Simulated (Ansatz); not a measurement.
**FH3S2Si: density, localisation and related maps**

Input file:

```
crystal:
  periodic: [false, false, false]
  atoms:
    - { symbol: F, position_ang: [-0.9719, -1.2947, 0.2928] }
    - { symbol: Si, position_ang: [0.0612, -0.1435, -0.1134] }
    - { symbol: S, position_ang: [1.0538, 0.4824, 1.6381] }
    - { symbol: S, position_ang: [-0.8636, 1.5373, -0.987] }
    - { symbol: H, position_ang: [1.0296, -0.724, -1.0983] }
    - { symbol: H, position_ang: [1.3764, -0.7379, 2.0792] }
    - { symbol: H, position_ang: [-1.6243, 0.8125, -1.857] }
basis:
  gaussian: { orbitals: cc-pVDZ }
hamiltonian:
  xc: hf
relax:
  f_tol: 0.02
  max_steps: 40
scf:
  lower_state_search: "off"
output:
  orbitals: {}
```

Command:

```sh
ansatz run input.yaml --threads 1 --pin off --max-ram 2048MiB --backend cpu --events-out ev --progress --plain --runs-dir out
```

The fields are those of the relaxed geometry.

These are results of RHF/cc-pVDZ in Ansatz, not measurements.

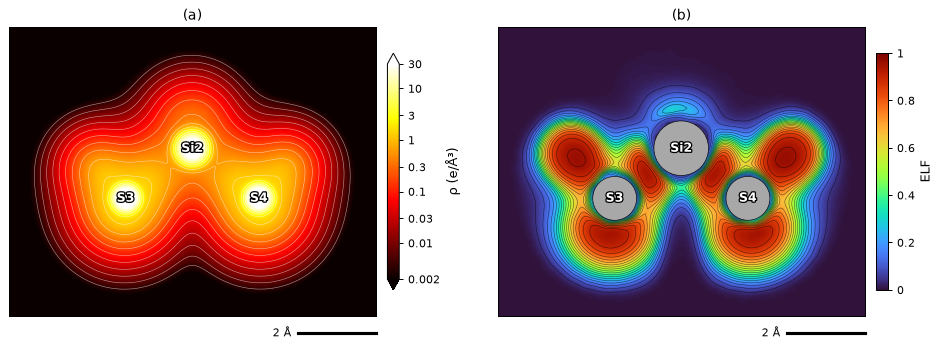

Figure 1. (a) total electron density; (b) electron localisation function on the plane of atoms S3, Si2 and S4. Grey discs cover the atomic cores in the ELF map.

Question: Read the bonding off the picture.

Answer: The section cuts through Si and S sites. Si–S (2.13 Å): the density is about 0.87 e/Å³ at the midpoint; the ELF peaks at about 0.95 between the atoms: localised, covalent bonding. The ELF also peaks beside S3 and S4, away from the bonds: lone-pair regions.

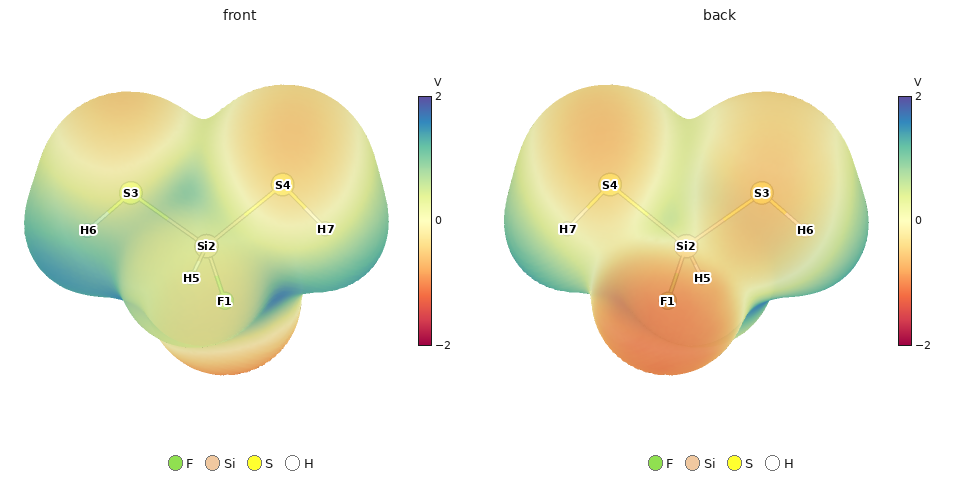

Figure 2. The molecular electrostatic potential painted on the density surface at 0.001 e/bohr³, seen from the front and from behind; red is negative and blue positive.

Question: Describe the electrostatic potential map.

Answer: The most negative region (about −1.1 V) lies over F1, the most positive (about +1.6 V) over Si2.

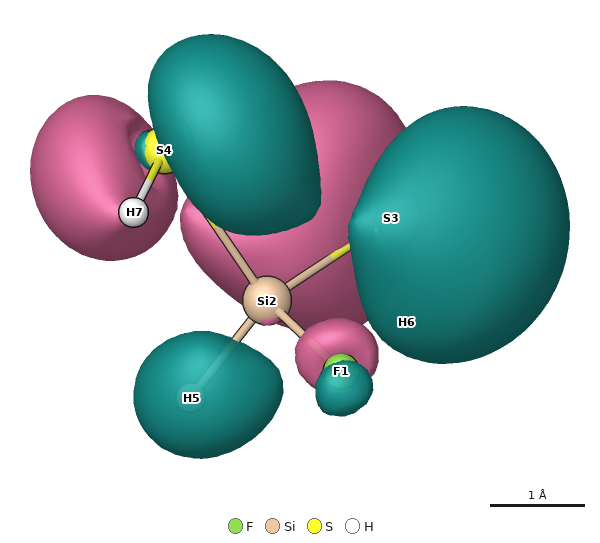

Figure 3. The HOMO−1 at ±0.08 Å⁻³ᐟ² (teal and pink are the two phases), seen at an oblique angle.

Question: Where does this orbital lie, and at what energy?

Answer: Its weight (Hirshfeld) is mainly on S3 (about 65 %) and S4 (about 15 %); largely a lone pair of S3. Its energy is −11.01 eV.
